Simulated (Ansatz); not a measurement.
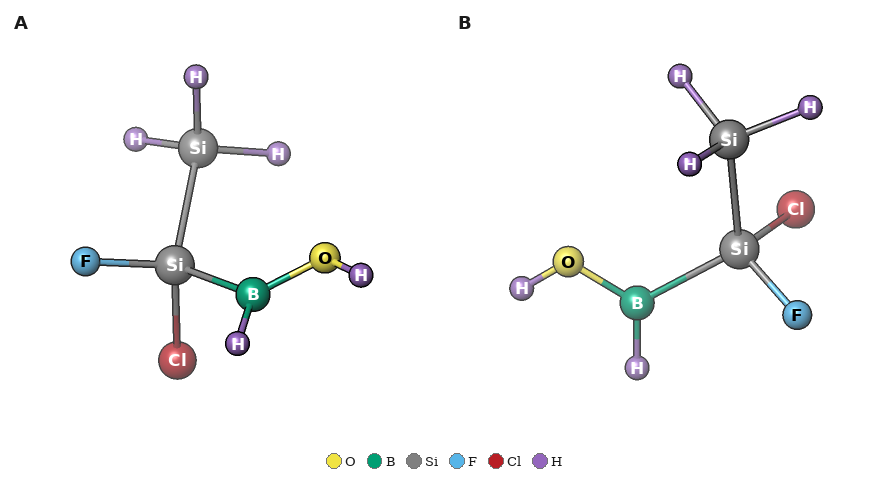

Distant atoms are faded towards the background colour. The computed structure is the end point of a PBE0-D4/def2-TZVP optimisation. No frequency run is at hand to confirm it as a minimum.

**How are A and B related: the same structure turned, mirror images, conformers, diastereomers or constitutional isomers?**

They are enantiomers, mirror images that no rotation superimposes: A is OB[Si@@](F)([SiH3])Cl (R), B is OB[Si@](F)([SiH3])Cl (S). Their energies are equal.
